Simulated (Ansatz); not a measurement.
```xyz
18

C    -2.5857   -0.4547    0.1931
C    -1.0909   -0.5929    0.4552
C    -0.3104    0.6586    0.0621
C     1.1823    0.6075    0.3824
O     1.7936    1.8911    0.2157
Si    2.2182   -0.6441   -0.6222
H    -3.1278   -1.3612    0.4830
H    -2.7861   -0.2727   -0.8694
H    -3.0106    0.3834    0.7575
H    -0.7040   -1.4636   -0.0902
H    -0.9222   -0.8021    1.5208
H    -0.4504    0.8528   -1.0134
H    -0.7232    1.5313    0.5886
H     1.3006    0.3836    1.4502
H     1.6410    2.1616   -0.7007
H     1.7055   -2.0464   -0.5848
H     3.6230   -0.6391   -0.1318
H     2.2094   -0.1817   -2.0441
```

The calculation used Ansatz 0.2.0, RKS PBE0/6-31G*.

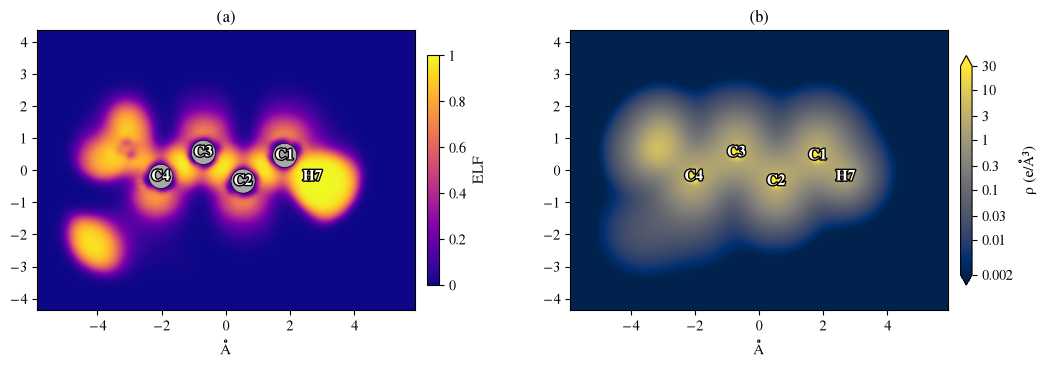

C4H12OSi. (a) ELF; (b) total electron density on the plane of atoms C2, C1 and H7. Grey discs cover the atomic cores in the ELF map.

> Read the bonding off the picture.

The section cuts through C and H sites.
C–C (1.52 Å): the density is about 1.6 e/Å³ at the midpoint; the ELF peaks at about 0.95 between the atoms: localised, covalent bonding.
C–H (1.10 Å): ρ is about 1.9 e/Å³ halfway; the ELF climbs to about 1 towards the hydrogen, as it does in any bond to H: an ordinary covalent bond to hydrogen.
The ELF also peaks beside O5, away from the bonds: lone-pair regions.
